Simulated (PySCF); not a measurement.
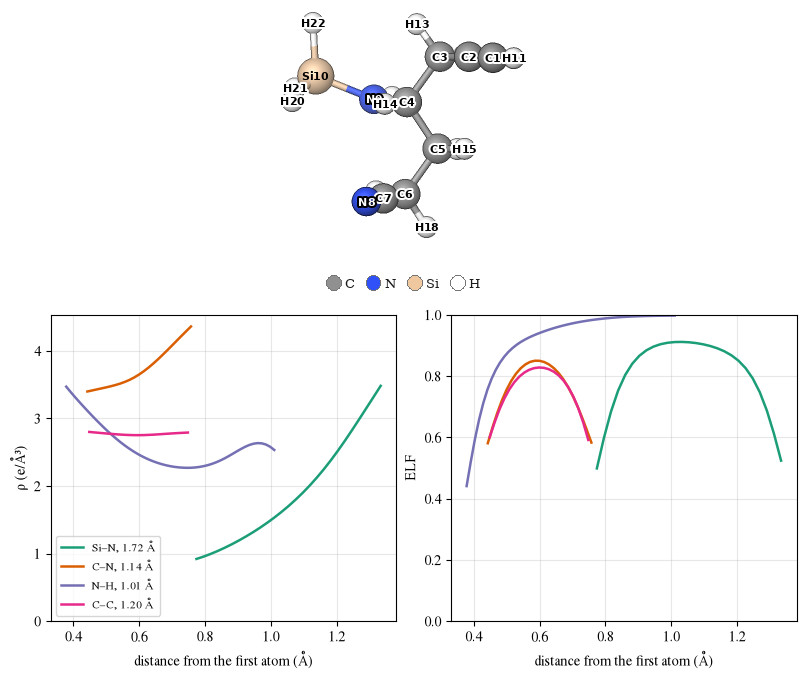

*C₇H₁₂N₂Si (SMILES C#CC[C@H](CCC#N)N[SiH3]). Electron density and ELF along straight lines between neighbouring atoms. The curves leave out the atomic cores. The structure is drawn too.*

Geometry: GFN2-xTB.

The calculation used PySCF, PBE0/pcSseg-1, SCF density, gas phase, non-relativistic.

Input file:

```
{"job": {"kind": "nmr", "xc": "PBE0", "basis": "pcSseg-1"}, "charge": 0, "multiplicity": 1}
C      0.667878     3.530445     0.208763
C     -0.012561     2.625975    -0.179850
C     -0.813019     1.510646    -0.637111
C     -0.218070     0.159902    -0.189655
C      1.159398    -0.060876    -0.827514
C      1.827628    -1.316945    -0.256849
C      2.153939    -1.139965     1.134377
N      2.411304    -0.987763     2.237785
N     -1.092044    -0.940101    -0.512706
Si    -2.275876    -1.584106     0.555965
H      1.255310     4.330003     0.548643
H     -0.881958     1.535729    -1.729948
H     -1.822959     1.598645    -0.227087
H     -0.100208     0.177543     0.899149
H      1.785015     0.814860    -0.644364
H      1.042240    -0.181475    -1.908066
H      1.139897    -2.163497    -0.342631
H      2.747563    -1.546420    -0.801311
H     -1.256950    -1.002181    -1.507367
H     -1.570409    -1.855078     1.805569
H     -2.735915    -2.788248    -0.132740
H     -3.420617    -0.697707     0.821975
```

Run with:

```sh
OMP_NUM_THREADS=1 python probes_run.py task.json out
```

What can be read from the curves?

Answer. Si–N (1.72 Å): ρ at the midpoint is about 1.1 e/Å³; the ELF peaks at about 0.90 between the atoms, as expected for a shared but strongly polarised pair.
C–N (1.14 Å): ρ at the midpoint is about 3.6 e/Å³; the ELF peaks at about 0.85 between the atoms (a multiple bond).
N–H (1.01 Å): ρ is about 2.8 e/Å³ halfway; the ELF climbs to about 1 towards the hydrogen, as it does in any bond to H; a covalent bond by its length.
C–C (1.20 Å): the density is about 2.8 e/Å³ at the midpoint; the ELF peaks at about 0.85 between the atoms (a multiple bond).
